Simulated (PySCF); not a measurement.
## C₃H₈BNS: one change and its effect

System: C₃H₈BNS, SMILES C=CSCBN.
Method of run 1: GIAO PBE0/STO-3G NMR shielding, non-relativistic, gas phase (PySCF 2.14.0).

The geometry comes from this level: PBE0-D3(BJ)/def2-SVP. Text and figures count atoms from 1; the logs count them from 0 in places.

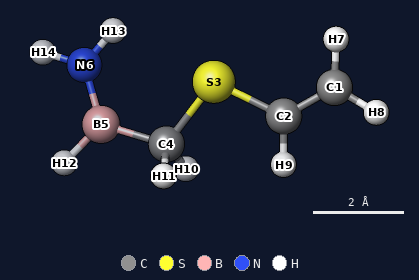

**Figure 1.** The structure as given in the input (ball-and-stick view, seen at a tilt; atoms are numbered from 1 in the order of the input). Bond lengths as drawn: B–C 1.58 Å, B–H 1.21 Å, B–N 1.39 Å, C–C 1.34 Å, C–H 1.09 to 1.10 Å, C–S 1.75 to 1.81 Å and H–N 1.01 Å.

### Input file, run 1
```
{"job": {"kind": "nmr", "xc": "PBE0", "basis": "STO-3G", "pop": true}, "charge": 0, "multiplicity": 1}
C      3.033150     1.092140     0.105418
C      2.006462     0.239583     0.185518
S      0.322677     0.710908     0.263578
C     -0.517513    -0.888532     0.308584
B     -2.089281    -0.767569     0.178844
N     -2.731520     0.435805    -0.075021
H      2.890858     2.175944     0.076857
H      4.057224     0.714539     0.067433
H      2.179577    -0.842381     0.213793
H     -0.162728    -1.525120    -0.521456
H     -0.274580    -1.422057     1.243616
H     -2.760619    -1.770652     0.293099
H     -2.233226     1.309895    -0.201408
H     -3.735024     0.516054    -0.168326
```

The first line tells a small driver script what to run in PySCF; the rest is the geometry in Å.

Launched with:
```bash
OMP_NUM_THREADS=1 python <driver script> task.json out
```

Hardware: 1 CPU thread, shared host.

### Output (run 1)
```
coarse grid: 11992 points
cycle   1  E = -589.7164918563  dE =  3.927e-01  |g| = 3.291e-01  |ddm| = 4.760e+00
cycle   2  E = -589.7160180167  dE =  4.738e-04  |g| = 3.557e-01  |ddm| = 8.559e-01
cycle   3  E = -589.7518358403  dE = -3.582e-02  |g| = 6.620e-02  |ddm| = 4.790e-01
cycle   4  E = -589.7531558443  dE = -1.320e-03  |g| = 2.372e-02  |ddm| = 1.119e-01
cycle   5  E = -589.7533194831  dE = -1.636e-04  |g| = 6.734e-03  |ddm| = 3.680e-02
cycle   6  E = -589.7533334299  dE = -1.395e-05  |g| = 1.236e-03  |ddm| = 9.433e-03
cycle   7  E = -589.7533338941  dE = -4.642e-07  |g| = 2.813e-04  |ddm| = 2.041e-03
final grid: 110552 points
cycle   8  E = -589.7360460228  dE = -7.415e-06  |g| = 4.891e-03  |ddm| = 1.666e-02
cycle   9  E = -589.7360469315  dE = -9.087e-07  |g| = 4.652e-03  |ddm| = 1.456e-02
cycle  10  E = -589.7360544241  dE = -7.493e-06  |g| = 2.369e-04  |ddm| = 7.255e-03
cycle  11  E = -589.7360544453  dE = -2.123e-08  |g| = 2.741e-05  |ddm| = 3.953e-04
cycle  12  E = -589.7360544454  dE = -5.252e-11  |g| = 2.450e-05  |ddm| = 6.986e-05
converged SCF energy = -589.7360544454

GIAO shielding tensors (ppm)
atom      isotropic    diamagn.    paramagn.     s11        s22        s33       span
  0 C      139.417     252.960    -113.543     53.765    151.692    212.795    159.030
  1 C      112.681     257.026    -144.345     28.625    115.736    193.681    165.056
  2 S      681.606    1046.126    -364.519    561.926    696.597    786.296    224.370
  3 C      209.434     247.869     -38.435    197.622    201.991    228.690     31.068
  4 B       89.413     197.040    -107.627     53.435     73.218    141.585     88.150
  5 N      235.398     311.945     -76.547    167.524    253.913    284.758    117.234
  6 H       28.173      31.440      -3.267     25.656     25.931     32.933      7.277
  7 H       27.921      29.267      -1.345     25.138     26.140     32.485      7.347
  8 H       27.183      33.152      -5.968     24.073     26.079     31.398      7.326
  9 H       31.475      32.811      -1.335     25.897     29.763     38.767     12.870
 10 H       31.232      31.886      -0.654     25.727     29.281     38.686     12.959
 11 H       28.045      29.957      -1.912     26.742     27.562     29.831      3.088
 12 H       28.301      31.191      -2.890     21.755     29.607     33.540     11.786
 13 H       28.271      27.987       0.284     23.105     24.997     36.712     13.607
```

The input of run 2 differs as follows (lines with − go, lines with + come):
```diff
-"basis": "STO-3G"
+"basis": "6-311+G(2d,p)"
```

Predict how the results change.

The total energy of run 2 is 4327.4 kcal/mol lower, which measures the change of basis and not a stability. The HOMO goes from −3.12 to −6.04 eV. The LUMO goes from 4.02 to −0.07 eV. The dipole moment goes from 1.76 to 1.13 D. Of all shieldings, the largest change is that of S3, by −197.0 ppm. Diffuse functions give room to the loosely bound empty orbitals, which lowers the LUMO. The SCF takes 14 iterations against 12. The basis functions go from 42 to 218.

### Output (run 2)
```
coarse grid: 11992 points
cycle   1  E = -596.5912856532  dE =  5.026e-01  |g| = 4.505e-01  |ddm| = 3.278e+00
cycle   2  E = -596.5785089538  dE =  1.278e-02  |g| = 5.113e-01  |ddm| = 8.179e-01
cycle   3  E = -596.6384138302  dE = -5.990e-02  |g| = 8.610e-02  |ddm| = 4.454e-01
cycle   4  E = -596.6399179736  dE = -1.504e-03  |g| = 4.054e-02  |ddm| = 1.277e-01
cycle   5  E = -596.6403219347  dE = -4.040e-04  |g| = 1.039e-02  |ddm| = 3.959e-02
cycle   6  E = -596.6403462745  dE = -2.434e-05  |g| = 2.898e-03  |ddm| = 1.055e-02
cycle   7  E = -596.6403480481  dE = -1.774e-06  |g| = 9.181e-04  |ddm| = 3.473e-03
final grid: 110552 points
cycle   8  E = -596.6321438314  dE = -3.939e-05  |g| = 1.051e-02  |ddm| = 6.976e-02
cycle   9  E = -596.6321273747  dE =  1.646e-05  |g| = 1.312e-02  |ddm| = 2.036e-02
cycle  10  E = -596.6321682572  dE = -4.088e-05  |g| = 8.786e-04  |ddm| = 1.267e-02
cycle  11  E = -596.6321684298  dE = -1.726e-07  |g| = 4.414e-04  |ddm| = 1.344e-03
cycle  12  E = -596.6321684776  dE = -4.778e-08  |g| = 1.012e-04  |ddm| = 4.530e-04
cycle  13  E = -596.6321684802  dE = -2.635e-09  |g| = 2.451e-05  |ddm| = 1.598e-04
cycle  14  E = -596.6321684803  dE = -1.315e-10  |g| = 8.903e-06  |ddm| = 3.803e-05
converged SCF energy = -596.6321684803

GIAO shielding tensors (ppm)
atom      isotropic    diamagn.    paramagn.     s11        s22        s33       span
  0 C       75.425     260.032    -184.606    -33.987     94.244    166.019    200.006
  1 C       39.535     250.503    -210.968    -67.076     56.184    129.497    196.573
  2 S      484.642    1056.965    -572.324    305.026    430.588    718.310    413.284
  3 C      156.913     245.347     -88.434    139.670    150.634    180.435     40.764
  4 B       64.036     190.208    -126.171     24.398     49.432    118.279     93.881
  5 N      153.250     318.304    -165.055     51.533    184.353    223.863    172.330
  6 H       26.303      33.859      -7.556     23.379     24.962     30.567      7.189
  7 H       26.432      29.907      -3.476     23.219     25.349     30.726      7.507
  8 H       24.833      28.721      -3.888     22.478     22.694     29.327      6.848
  9 H       28.997      30.219      -1.222     24.450     27.610     34.931     10.482
 10 H       28.701      29.976      -1.275     23.644     27.420     35.040     11.396
 11 H       26.310      28.520      -2.210     25.206     25.974     27.751      2.545
 12 H       27.481      33.567      -6.086     21.527     29.103     31.813     10.286
 13 H       27.650      28.637      -0.987     23.243     24.934     34.775     11.532
```

### The two runs side by side

```tsv
quantity	run 1	run 2
outcome	converged	converged
total energy (hartree)	−589.736054	−596.632168
HOMO (eV)	−3.12	−6.04
LUMO (eV)	4.02	−0.07
dipole moment (D)	1.76	1.13
shielding of C1 (ppm)	139.4	75.4
shielding of C2 (ppm)	112.7	39.5
shielding of S3 (ppm)	681.6	484.6
shielding of C4 (ppm)	209.4	156.9
shielding of B5 (ppm)	89.4	64.0
shielding of N6 (ppm)	235.4	153.2
shielding of H11 (ppm)	31.2	28.7
SCF iterations	12	14
basis functions	42	218
wall time (shared host)	5.5 s	39 s
```
